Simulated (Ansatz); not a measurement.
Geometry relaxation of Ge$_{2}$H$_{6}$O$_{3}$ (part 2 of 2)

Continued. System: Ge$_{2}$H$_{6}$O$_{3}$. Method: RKS PBE/def2-SVP (Ansatz 0.2.0). It belongs to a series of runs on one base structure; here: start relaxed.

Geometry of the input (Å):
```
Ge 0.0000  0.0000  0.0000
O  0.0000  0.0000  1.7700
H  -0.9095  -0.2814  2.1071
Ge 2.2632  0.0000  -0.7992
H  2.7487  -1.4611  -0.9782
H  2.3309  0.7367  -2.1612
H  3.1736  0.7244  0.2250
O  -0.8337  1.4443  -0.5894
H  -1.7915  1.2136  -0.8118
O  -0.8337  -1.4443  -0.5894
H  -1.2883  -1.9100  0.1830
```

Trajectory as extended XYZ, continued
```
11
Properties=species:S:1:pos:R:3:forces:R:3 step=6 energy=-119234.60480
Ge   -0.0293   -0.0434    0.0294   -0.0224  -0.0387   0.0906
O    -0.0125   -0.2721    1.8160    0.0579  -0.0351  -0.0332
H    -0.7603    0.2185    2.2083   -0.0329   0.0164  -0.0094
Ge    2.2696   -0.0179   -0.7759    0.0157  -0.0004  -0.0035
H     2.8193   -1.4664   -0.8153   -0.0105   0.0025   0.0083
H     2.2973    0.5772   -2.2052   -0.0029  -0.0090  -0.0024
H     3.1511    0.8379    0.1649   -0.0024   0.0197  -0.0018
O    -0.9546    1.4478   -0.3455    0.0443   0.0738  -0.0058
H    -1.7588    1.1646   -0.8233   -0.0450   0.0139  -0.0137
O    -1.0603   -1.3146   -0.7306   -0.0214  -0.0267  -0.0596
H    -1.1017   -2.1095   -0.1669    0.0195  -0.0163   0.0304
11
Properties=species:S:1:pos:R:3:forces:R:3 step=7 energy=-119234.61044
Ge   -0.0348   -0.0403    0.0298    0.0149  -0.0246  -0.0039
O    -0.0050   -0.2950    1.8114    0.0054  -0.0033   0.0024
H    -0.7734    0.1585    2.2099   -0.0088   0.0011   0.0093
Ge    2.2650   -0.0199   -0.7727   -0.0010   0.0073  -0.0024
H     2.8379   -1.4589   -0.7224    0.0013   0.0020   0.0069
H     2.2813    0.4853   -2.2366    0.0004  -0.0115   0.0017
H     3.1303    0.9110    0.1114   -0.0087   0.0047  -0.0068
O    -0.9255    1.4743   -0.3408    0.0002   0.0060   0.0034
H    -1.7601    1.2175   -0.7812   -0.0035   0.0162   0.0007
O    -1.0850   -1.2934   -0.7381   -0.0109   0.0003  -0.0192
H    -1.0710   -2.1170   -0.2148    0.0106   0.0018   0.0079
11
Properties=species:S:1:pos:R:3:forces:R:3 step=9 energy=-119234.61368
Ge   -0.0346   -0.0489    0.0281   -0.0192   0.0154   0.0035
O    -0.0107   -0.3368    1.8056    0.0065  -0.0112  -0.0095
H    -0.7679    0.1281    2.2127   -0.0001  -0.0016  -0.0026
Ge    2.2643   -0.0184   -0.7740    0.0028  -0.0071  -0.0017
H     2.8705   -1.4378   -0.6341    0.0054   0.0050   0.0034
H     2.2759    0.3974   -2.2659   -0.0052  -0.0101   0.0073
H     3.1024    0.9854    0.0546   -0.0081   0.0032  -0.0042
O    -0.9086    1.4849   -0.3056    0.0054  -0.0039  -0.0006
H    -1.7475    1.2546   -0.7523    0.0009   0.0061   0.0021
O    -1.0937   -1.2792   -0.7653    0.0106   0.0034   0.0022
H    -1.0906   -2.1070   -0.2479    0.0009   0.0008  -0.0001
11
Properties=species:S:1:pos:R:3:forces:R:3 step=10 energy=-119234.61505
Ge   -0.0338   -0.0506    0.0258   -0.0398  -0.0077   0.0056
O    -0.0125   -0.3786    1.7971   -0.0068   0.0031  -0.0228
H    -0.7606    0.0923    2.2142   -0.0008  -0.0029   0.0061
Ge    2.2651   -0.0251   -0.7715    0.0459   0.0232  -0.0149
H     2.9176   -1.4181   -0.5502   -0.0384   0.0738  -0.0043
H     2.2553    0.3050   -2.2883    0.0218  -0.0169   0.0603
H     3.0656    1.0574    0.0020   -0.0247  -0.0548  -0.0530
O    -0.8942    1.4993   -0.2745    0.0135  -0.0238   0.0005
H    -1.7365    1.2915   -0.7265    0.0212  -0.0047   0.0098
O    -1.0983   -1.2604   -0.7932    0.0154   0.0043   0.0233
H    -1.1079   -2.0905   -0.2789   -0.0073   0.0065  -0.0105
11
Properties=species:S:1:pos:R:3:forces:R:3 step=12 energy=-119234.61646
Ge   -0.0358   -0.0524    0.0257   -0.0180   0.0135  -0.0061
O    -0.0149   -0.4009    1.7929   -0.0113   0.0058  -0.0138
H    -0.7618    0.0671    2.2159    0.0082  -0.0058   0.0013
Ge    2.2629   -0.0183   -0.7731    0.0530  -0.0044  -0.0174
H     2.9229   -1.3969   -0.4998   -0.0218   0.0474  -0.0078
H     2.2658    0.2562   -2.3007   -0.0008  -0.0107   0.0565
H     3.0613    1.0911   -0.0391   -0.0334  -0.0356  -0.0302
O    -0.8857    1.5058   -0.2593   -0.0002  -0.0288  -0.0007
H    -1.7318    1.3070   -0.7078    0.0118   0.0012   0.0074
O    -1.1044   -1.2513   -0.8035    0.0184   0.0044   0.0217
H    -1.1187   -2.0852   -0.2954   -0.0059   0.0129  -0.0109
11
Properties=species:S:1:pos:R:3:forces:R:3 step=13 energy=-119234.61694
Ge   -0.0341   -0.0525    0.0252   -0.0082  -0.0004  -0.0052
O    -0.0149   -0.4060    1.7911   -0.0068   0.0024  -0.0047
H    -0.7606    0.0620    2.2159    0.0057  -0.0036   0.0013
Ge    2.2647   -0.0203   -0.7731    0.0052   0.0031  -0.0065
H     2.9296   -1.3917   -0.4892   -0.0066   0.0191   0.0002
H     2.2647    0.2432   -2.3002    0.0024  -0.0056   0.0188
H     3.0509    1.1002   -0.0483   -0.0023  -0.0115  -0.0110
O    -0.8825    1.5065   -0.2558    0.0043  -0.0115   0.0015
H    -1.7293    1.3087   -0.7028    0.0026   0.0001   0.0015
O    -1.1044   -1.2468   -0.8070    0.0079   0.0040   0.0071
H    -1.1245   -2.0810   -0.3000   -0.0042   0.0038  -0.0032
11
Properties=species:S:1:pos:R:3:forces:R:3 step=15 energy=-119234.61748
Ge   -0.0322   -0.0550    0.0237   -0.0003  -0.0078   0.0022
O    -0.0173   -0.4418    1.7827   -0.0026   0.0009  -0.0007
H    -0.7551    0.0286    2.2182    0.0033  -0.0003  -0.0014
Ge    2.2662   -0.0185   -0.7732    0.0017  -0.0022   0.0018
H     2.9573   -1.3588   -0.4155   -0.0034   0.0111  -0.0026
H     2.2644    0.1643   -2.3112    0.0038   0.0007   0.0088
H     3.0266    1.1535   -0.1059    0.0019  -0.0064  -0.0074
O    -0.8695    1.5136   -0.2313   -0.0027   0.0079   0.0010
H    -1.7200    1.3283   -0.6766    0.0002  -0.0003   0.0004
O    -1.1090   -1.2280   -0.8288   -0.0016  -0.0100  -0.0017
H    -1.1517   -2.0639   -0.3261   -0.0003   0.0064  -0.0004
```

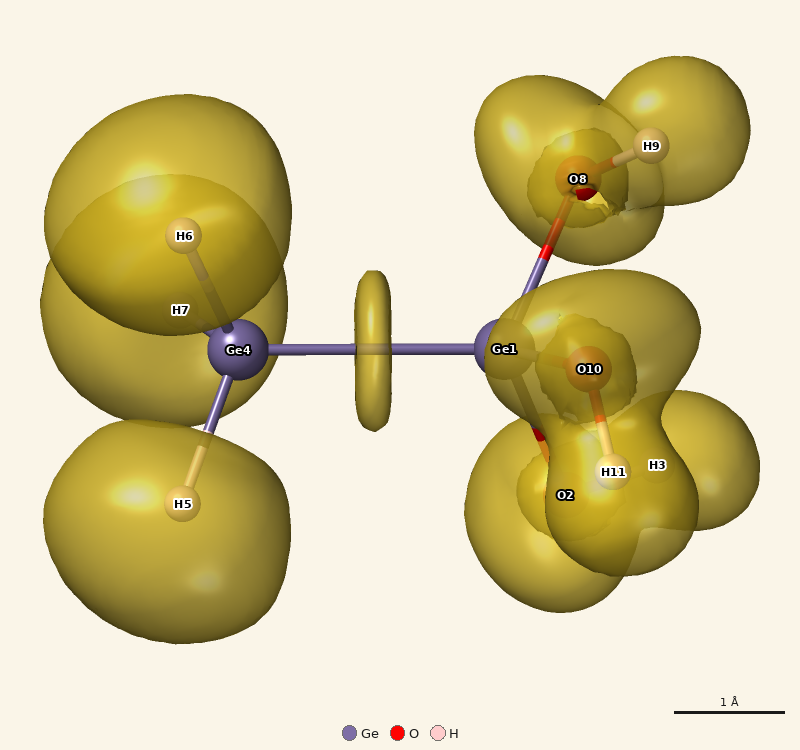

**Figure 1.** Isosurface of the ELF at 0.75 (yellow), seen face on. Core shells and regions of very low density are left out. Along the contacts the grid gives the following. Ge–O (1.80 Å): the ELF peaks at about 0.85 in the valence shell of O, 0.6 Å from its nucleus, and is about 0.35 at the midpoint.

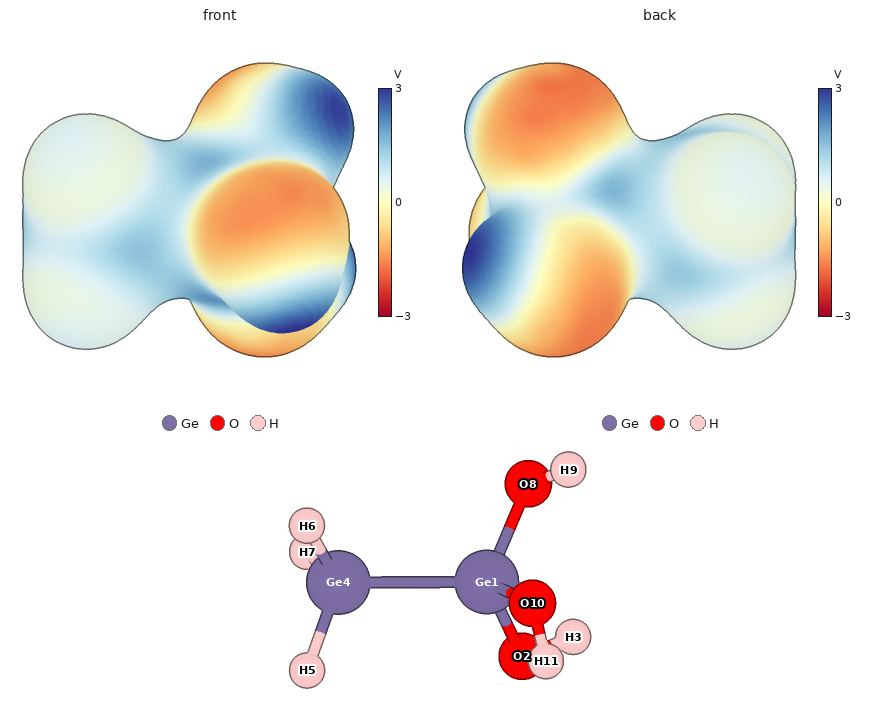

**Figure 2.** The molecular electrostatic potential painted on the density surface at 0.004 e/bohr³, seen face on and from behind; the colour scale runs from red (negative) to blue (positive). The bare structure is drawn below in the same view.

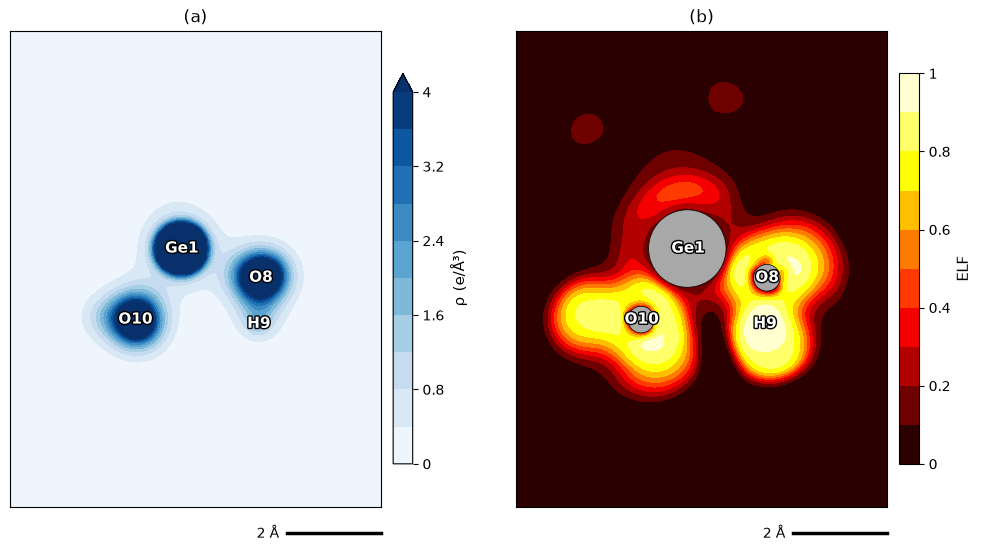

**Figure 3.** (a) electron density; (b) electron localisation function on the plane of atoms Ge1, O8 and H9. Grey discs, where drawn, cover atomic cores.
